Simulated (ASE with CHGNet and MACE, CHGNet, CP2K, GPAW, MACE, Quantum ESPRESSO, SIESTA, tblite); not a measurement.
**Σ7 (111) twist boundary in a Al-Pt solid solution (84 atoms) in machine-learned potentials**

Wanted: machine-learned potentials inputs and outputs for Σ7 (111) twist boundary in a Al-Pt solid solution (84 atoms), checked against a plane-wave reference.

Method: the method is named at each step, in ASE with CHGNet and MACE.

## (1) Starting point

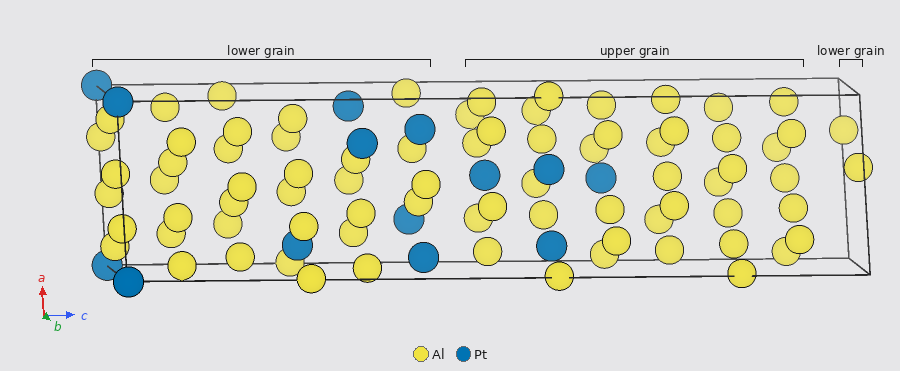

The cell as given, from the side, with the c axis across the page (aluminium yellow, platinum blue). Some periodic images of atoms are drawn too.

The cell holds 84 atoms: 73 Al and 11 Pt. Cell: a = 7.545 Å, b = 7.545 Å, c = 28.340 Å, α = 90.0°, β = 90.0°, γ = 120.0°. Fcc Al lattice (a = 4.0328 Å, the value set for the mixture); two grains turned against each other by 38.21 deg about [111]; 1 x 1 coincidence cells, 2 lattice periods a grain, two boundaries a cell, upper grain shifted by [0.672, 0.278] of the boundary cell and opened by 0.2 Å, one atom of each pair nearer than 1.854 Å removed; 11 of 84 Al sites given to Pt at random (lattice constant by Vegard's rule between Al and Pt); not relaxed, displaced by a Gaussian of 0.02 Å. Then every atom was moved at random, 0.03 Å r.m.s. a Cartesian component. Regions: lower grain, 42 atoms (35 Al and 7 Pt); upper grain, 42 atoms (38 Al and 4 Pt). The structure's axis is c.

The yardstick, on the same geometry:

| Property | Result |
| --- | --- |
| method | Kohn-Sham DFT, PBE, SSSP efficiency 1.3.0 pseudopotentials, plane waves (Quantum ESPRESSO 7.5); sssp-pbe-1.3.0-efficiency, cutoffs 45/360 Ry, Γ point |
| r.m.s. force component | 0.4481 eV/Å |
| longest force | 2.39 eV/Å |
| pressure | -3.087 GPa |
| time | 4.2 min on 4 MPI ranks of Arm Neoverse V2, shared host |
| CPU time | 17 min |

## (2) CHGNet r2SCAN potential

Method: machine-learned interatomic potential CHGNet r2SCAN, trained on r2SCAN plane-wave data.

Input file run.py:

```python
import numpy as np
from ase.io import read
import mlip  # loads the published weights by name

atoms = read("structure.xyz")
atoms.calc = mlip.calc("chgnet-r2scan")
energy = atoms.get_potential_energy()
forces = atoms.get_forces()
print(f"energy {energy:.6f} eV")
print("forces (eV/A)")
for i, (a, f) in enumerate(zip(atoms, forces)):
    print(f"{i:4d} {a.symbol:2s} {f[0]:10.5f} {f[1]:10.5f} {f[2]:10.5f}")
stress = -atoms.get_stress(voigt=False) * 160.21766
print("stress (GPa, compression positive)")
for row in stress:
    print(" ".join(f"{x:10.4f}" for x in row))
```

Input file structure.xyz:

```xyz
84
Lattice="7.54468 0.00000 0.00000 -3.77234 6.53388 0.00000 0.00000 0.00000 28.34006" Properties=species:S:1:pos:R:3 pbc="T T T"
Al 4.36286 3.71386 0.02296
Al 4.91547 0.97492 28.29472
Al 5.38554 2.55266 2.28279
Al 6.44670 1.26496 4.63700
Al 1.58152 4.73040 28.32504
Al 2.16008 6.30565 2.38028
Al 2.12258 1.86144 0.04194
Al 2.66078 3.42820 2.35166
Al 3.22290 4.92504 4.70842
Al 3.23742 0.66306 2.32247
Al 3.80346 2.18238 4.64777
Al 4.29036 3.78090 6.98101
Al 4.84323 0.97812 7.02012
Pt 5.40818 2.46484 9.28335
Al 6.51977 1.21053 11.66817
Al -1.08334 5.52688 0.02239
Al -0.55442 2.83067 0.02636
Al -0.09072 4.35725 2.31283
Al 0.46577 5.86749 4.64692
Pt 3.76249 6.52480 0.02749
Al 0.55767 1.56205 2.35081
Al 1.11341 3.11869 4.62255
Al 1.55488 4.68976 6.96882
Pt 2.08165 6.21529 9.28902
Al 1.53421 0.29794 4.68546
Al 2.15038 1.81838 6.99376
Al 2.73178 3.41395 9.33323
Pt 3.21203 5.01024 11.66108
Al 3.19645 0.57590 9.36327
Al 3.72681 2.21427 11.64833
Al -2.55195 5.30937 2.24935
Al -1.63067 4.07956 4.63275
Al -1.09843 5.61260 6.94388
Pt -0.54578 2.77755 6.99489
Al 0.01973 4.36234 9.30234
Al 0.48237 5.90016 11.66420
Al 0.04417 0.02189 7.00198
Al 0.51051 1.60387 9.29809
Al 1.08145 3.09039 11.66789
Pt 1.66119 0.31415 11.59590
Al -2.70733 5.27768 9.31509
Pt -1.69201 4.02350 11.62991
Al 1.37475 0.95506 14.17088
Al -0.32050 5.58255 14.18845
Al 2.99946 0.55799 16.49250
Pt 1.88760 3.67766 14.18958
Pt 1.37370 5.24050 16.46132
Al 4.60965 0.19798 18.83650
Al 2.41373 6.49409 14.19922
Al 5.60804 1.50554 16.55230
Al 4.51553 4.62305 14.11987
Al -3.54000 6.17902 16.50780
Al -0.28319 1.16937 18.87505
Al -0.86138 2.72450 14.23833
Pt -1.40999 4.32798 16.50412
Al -1.91533 5.81117 18.81298
[... 24 atom lines left out ...]
Al 4.05542 1.87405 21.18873
Al 3.50567 3.38631 23.52990
Al 2.93164 4.93582 25.82885
Al 5.15204 3.04309 25.83168
```

Run with:

```sh
> OMP_NUM_THREADS=1 python run.py > output.txt
```

What it wrote:

```text
CHGNet vr2scan initialized with 412,525 parameters
CHGNet will run on cpu
energy -1080.463745 eV
forces (eV/A)
   0 Al   -0.26447    0.38060   -0.03696
   1 Al    0.34333   -0.13033    0.12216
   2 Al   -0.08320   -0.02468    0.13881
   3 Al    0.06121    0.17170    0.35426
   4 Al    0.36630    0.15907    0.03271
   5 Al    0.18562   -0.05194   -0.31463
   6 Al   -0.30927   -0.28349    0.16554
   7 Al   -0.02313    0.00383   -0.06131
   8 Al   -0.05311    0.09450    0.01307
   9 Al    0.12717   -0.00805    0.00270
  10 Al   -0.08600   -0.04194    0.03285
  11 Al    0.39229   -0.35476    0.35661
  12 Al    0.49321    0.22691    0.66632
  13 Pt   -0.38394    0.15989    0.04739
  14 Al    0.04550   -0.19814   -0.47525
  15 Al   -0.20093    0.27225   -0.07808
  16 Al    0.12562   -0.36942   -0.09039
  17 Al    0.19708   -0.03107    0.03421
  18 Al    0.08384    0.11661   -0.01323
  19 Pt   -0.02175    0.06116    0.39293
  20 Al   -0.11569   -0.16506   -0.24976
  21 Al   -0.22534   -0.07261    0.30370
  22 Al   -0.07666   -0.00775    0.39550
  23 Pt   -0.21019   -0.44817   -0.23560
[...]
76 Al    0.04048   -0.03533    0.00086
  77 Al    0.03515    0.03134   -0.07128
  78 Al   -0.01805    0.12139    0.04325
  79 Al    0.19755    0.10730   -0.25486
  80 Al   -0.25315   -0.02836   -0.26728
  81 Al   -0.03427   -0.00413   -0.01041
  82 Al    0.07195    0.01423    0.08308
  83 Al   -0.05069   -0.04846   -0.01293
stress (GPa, compression positive)
   -7.7556     0.0566    -0.0534
    0.0566    -7.6330    -0.0065
   -0.0534    -0.0065    -7.0420
```

Elapsed: 4.4 s, on 1 thread of Arm Neoverse V2, shared host; peak memory 1.5 GiB.

Banners, paths, timers and routine set-up lines are dropped from the logs unmarked, and long logs keep their key lines alone; longer cuts are marked.

Numbers from this run, and their distance from the reference:

```
r.m.s. force component                  : 0.2541 eV/Å
r.m.s. difference of force components   : 307.3 meV/Å
longest difference of force vectors     : 2033 meV/Å
force difference over r.m.s. force      : 68.58 %
slope of forces against the reference's : 0.4257
correlation of force components         : 0.7505
pressure                                : -7.477 GPa
pressure difference                     : -4.39 GPa
```

Length of the force difference by element (eV/Å):

```
element  atoms  mean  most
     Al     73  0.36  0.91
     Pt     11  0.90   2.0
```

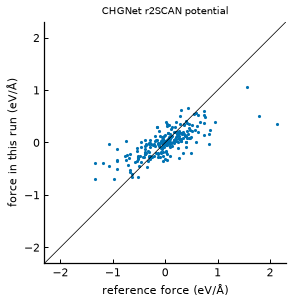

Force components against those of the reference; the line marks equality.

A closer look about Al41, which bears the longest force: 13 atoms, nearest first, numbered in the order of the input, with positions taken from that point.

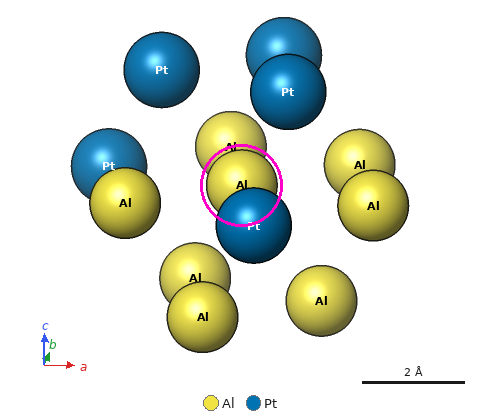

The atoms of the table, within 2.9 Å (arrows a, b, c point along x, y, z); some may hide others; the central atom is ringed.

```
atom      x      y      z  distance (Å)     Fx     Fy  Fz (eV/Å)
Al41   0.00   0.00   0.00          0.00  -0.22  -0.17       1.06
Al29   2.13   1.83   0.05          2.81   0.35   0.17       0.33
Al27  -2.11  -1.86   0.02          2.81   0.29   0.52       0.32
Pt42   1.02  -1.25   2.31          2.82   0.36  -0.21      -0.04
Al12  -0.55  -1.50  -2.33          2.83   0.39  -0.35       0.36
Pt40   0.60   1.57   2.28          2.83   0.22   0.51      -0.57
Al37  -1.02   1.28  -2.31          2.83  -0.33   0.20       0.29
Pt28  -1.63  -0.27   2.35          2.87  -0.39  -0.04      -0.29
Pt14   0.57  -2.81  -0.03          2.87  -0.38   0.16       0.05
Al35   2.73  -0.92  -0.01          2.88  -0.29  -0.25       0.13
Al33   1.61   0.33  -2.37          2.89   0.03  -0.27       0.11
Pt24  -2.76   0.94  -0.03          2.91  -0.21  -0.45      -0.24
Al38  -0.55   2.86  -0.02          2.91  -0.45  -0.10       0.06
```

Atoms are counted from 1 here, from 0 in the log.

Forces lie 69 % from the reference's, at 0.0041 times its CPU time (on 1 against 4 cores).

## (3) MACE MP-0b3 medium potential

Method: machine-learned interatomic potential MACE MP-0b3 medium, trained on PBE(+U) plane-wave data.

run.py, as its differences from that of step 2:

```diff
@@ -5,3 +5,3 @@
 atoms = read("structure.xyz")
-atoms.calc = mlip.calc("chgnet-r2scan")
+atoms.calc = mlip.calc("mace-mp-0b3-medium")
 energy = atoms.get_potential_energy()
```

structure.xyz is that of step 2.

What it wrote:

```text
energy -354.995214 eV
forces (eV/A)
   0 Al   -0.50401    0.44984   -0.28898
   1 Al    0.13908   -0.13255    0.12533
   2 Al   -0.06405   -0.15178    0.28924
   3 Al    0.02367    0.12242    0.43846
   4 Al    0.40270    0.02376   -0.07352
   5 Al    0.13188   -0.26455   -0.37130
   6 Al   -0.26071   -0.23867    0.15426
   7 Al    0.08104    0.18290   -0.13090
   8 Al   -0.06277    0.26108   -0.21318
   9 Al    0.18212   -0.02732   -0.00374
  10 Al   -0.12525   -0.05918    0.07983
  11 Al    0.44301   -0.53363    0.43786
  12 Al    0.66519    0.20180    0.64801
  13 Pt   -0.84805    0.26669    0.15175
  14 Al    0.03538   -0.16815   -0.49249
  15 Al    0.09442    0.53619   -0.41731
  16 Al    0.20218   -0.47259   -0.34175
  17 Al    0.61910   -0.03417    0.13902
  18 Al    0.21553    0.21817    0.03722
  19 Pt   -0.06955    0.01488   -0.04746
  20 Al   -0.15131   -0.09889   -0.17755
  21 Al   -0.37517   -0.13792    0.38166
  22 Al    0.05629    0.06540    0.31962
  23 Pt   -0.18388   -0.58833   -0.56124
[...]
76 Al    0.06407   -0.11666    0.16480
  77 Al    0.11039    0.05952   -0.25156
  78 Al   -0.07170    0.32577    0.14716
  79 Al    0.31041    0.17142   -0.31524
  80 Al   -0.42700   -0.23804   -0.18109
  81 Al   -0.12389   -0.02687   -0.10340
  82 Al    0.21229    0.00423    0.29505
  83 Al   -0.06901   -0.00815    0.11083
stress (GPa, compression positive)
   -3.1744    -0.0720    -0.0952
   -0.0720    -3.0956     0.1124
   -0.0952     0.1124    -2.8241
```

It took 7.5 s on 1 thread; peak memory 0.99 GiB.

Compared with the plane-wave run:

```
r.m.s. force component                  : 0.3435 eV/Å
r.m.s. difference of force components   : 214.7 meV/Å
longest difference of force vectors     : 1116 meV/Å
force difference over r.m.s. force      : 47.91 %
slope of forces against the reference's : 0.6791
correlation of force components         : 0.8858
pressure                                : -3.031 GPa
pressure difference                     : 0.0559 GPa
```

Against the first run (69 %), the force difference from the reference is 48 %, at 1.7 times the CPU time.

## (4) MACE MP-0b2 small potential

Method: machine-learned interatomic potential MACE MP-0b2 small, trained on PBE(+U) plane-wave data.

run.py, as its differences from that of step 3:

```diff
@@ -5,3 +5,3 @@
 atoms = read("structure.xyz")
-atoms.calc = mlip.calc("mace-mp-0b3-medium")
+atoms.calc = mlip.calc("mace-mp-0b2-small")
 energy = atoms.get_potential_energy()
```

structure.xyz is that of step 3.

What it wrote:

```text
energy -353.031792 eV
forces (eV/A)
   0 Al   -0.51487    0.39841   -0.20948
   1 Al    0.15109   -0.10257    0.11623
   2 Al   -0.10390   -0.12530    0.30590
   3 Al    0.04388    0.10488    0.28779
   4 Al    0.41434   -0.04682   -0.01425
   5 Al    0.14615   -0.25135   -0.33612
   6 Al   -0.24760   -0.23041    0.15266
   7 Al    0.05597    0.18723   -0.14107
   8 Al   -0.06334    0.22317   -0.19711
   9 Al    0.16429   -0.05212   -0.02213
  10 Al   -0.11594   -0.07631    0.01579
  11 Al    0.37621   -0.49968    0.36221
  12 Al    0.67671    0.19094    0.61869
  13 Pt   -0.81185    0.26446    0.24459
  14 Al    0.11305   -0.18766   -0.58798
  15 Al    0.18210    0.52834   -0.41409
  16 Al    0.11673   -0.39347   -0.28543
  17 Al    0.54794   -0.00003    0.14287
  18 Al    0.18846    0.19476   -0.01363
  19 Pt   -0.01100    0.01386    0.03482
  20 Al   -0.15076   -0.11189   -0.15899
  21 Al   -0.30204   -0.12975    0.28825
  22 Al    0.02011   -0.02892    0.25311
  23 Pt   -0.02829   -0.49505   -0.33231
[...]
76 Al    0.07757   -0.11781    0.07793
  77 Al    0.06938    0.08199   -0.26113
  78 Al   -0.09135    0.27780    0.11212
  79 Al    0.26519    0.16369   -0.30678
  80 Al   -0.34421   -0.17407   -0.01861
  81 Al   -0.09106   -0.03121   -0.09310
  82 Al    0.15834   -0.00304    0.21664
  83 Al   -0.02420   -0.03093    0.09965
stress (GPa, compression positive)
   -2.5320    -0.0473    -0.1060
   -0.0473    -2.4732     0.2088
   -0.1060     0.2088    -2.1769
```

Run time: 5.7 s. Hardware: 1 thread; peak memory 0.67 GiB.

Against the reference:

```
r.m.s. force component                  : 0.3399 eV/Å
r.m.s. difference of force components   : 225.8 meV/Å
longest difference of force vectors     : 1168 meV/Å
force difference over r.m.s. force      : 50.38 %
slope of forces against the reference's : 0.6607
correlation of force components         : 0.8711
pressure                                : -2.394 GPa
pressure difference                     : 0.6933 GPa
```

Against the first run (69 %), the force difference from the reference is 50 %, at 1.4 times the CPU time.

## (5) Side by side

Differences are against the plane-wave reference, forces as r.m.s. over components; share is that over the reference's r.m.s. force, slope the least-squares factor from reference forces to these. Total energies of different programs have different zeros and aren't compared.

```
                         run  Δ force, r.m.s. (meV/Å)  share (%)  slope  Δ pressure (GPa)  cores  CPU time  memory (GiB)
                   reference                        -          -      -                 -      4    17 min           4.3
     CHGNet r2SCAN potential                      307       68.6  0.426             -4.39      1     4.2 s           1.5
MACE MP-0b3 medium potential                      215       47.9  0.679            0.0559      1     7.2 s          0.99
 MACE MP-0b2 small potential                      226       50.4  0.661             0.693      1     5.7 s          0.67
```

Times of the machine-learned potentials are mostly Python's start and the loading of weights.

CPU time is summed over cores on a shared host, where runs went side by side, so it is rough. Symmetry, cutoffs, thresholds, outputs and thread counts weren't matched or tuned between programs; memory under MPI is the largest rank's times the ranks.

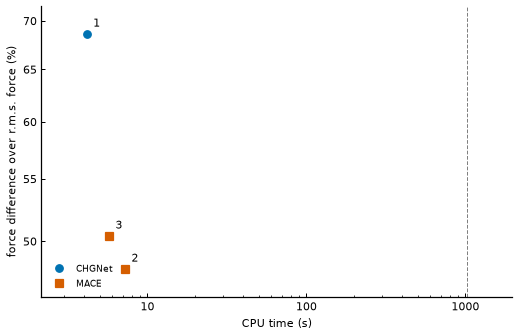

Force difference against CPU time; the dashed line marks the reference's time. Points: 1 CHGNet r2SCAN potential; 2 MACE MP-0b3 medium potential; 3 MACE MP-0b2 small potential.

A second geometry, displaced anew (every atom was moved at random, 0.04 Å r.m.s. a Cartesian component), gives an energy difference that all programs can be tested on. The reference puts it at 0.1932 meV/atom.

```
                         run  energy less the first geometry's (meV/atom)  error (meV/atom)  force share at the second geometry (%)
     CHGNet r2SCAN potential                                        0.651             0.458                                    67.4
MACE MP-0b3 medium potential                                       0.9587             0.765                                    49.6
 MACE MP-0b2 small potential                                        0.704             0.511                                    50.5
```

## (6) What came out

```json
{
  "nearest in forces": "MACE MP-0b3 medium potential, 48 %",
  "its CPU time": "7.2 s"
}
```

In words: Machine-learned potentials differ by 48 % (MACE MP-0b3 medium potential) to 69 % (CHGNet r2SCAN potential); they were trained on other programs' data, some at another functional. Among those trained on PBE data the slope goes as low as 0.66, with a correlation of 0.87, so directions differ as well as sizes. The energy difference between the two geometries, 0.193 meV/atom in the reference, is met best by CHGNet r2SCAN potential (+0.458) and worst by MACE MP-0b3 medium potential (+0.765). The reference's pressure holds the uncorrected Pulay stress of its 45 Ry basis, so small pressure differences, and their order, may be the reference's own error. The electron count is odd in QE PBE, sssp-1.3.0-efficiency, 45/360 Ry, and they have no spin polarisation, so the unpaired electron is spread evenly over both spins. Machine-learned potentials mimic data converged in k, so the reference's own k-point error enters their differences. The reference's stress is far from hydrostatic: its diagonal is -5.8, -6.1, 2.7 GPa, compression counted positive. The host structure and its lattice constant were typed by rule, without a check against the phase diagram. The reference's pressure of -3.1 GPa belongs to a cell and atoms that aren't relaxed at this level. The electronic-structure runs sample only Γ, in a cell whose shortest periodic width is 7 Å, which is coarse for a cell with partly filled levels. Spin–orbit coupling is left out, which matters for the levels of the heavy elements.

[Also dropped from logs without a mark: logging warnings of Python, and SIESTA's first energy breakdown and zero terms.]

[Logs are printed without paths, hosts, clocks, repeated set-up lines and the standing remarks that a program may print on its own settings, such as how far it seeks lower states.]

[Hosts, paths, dates, database ids (printed as entryN), source tags and the programs' standing remarks are cut or masked in the printed files.]
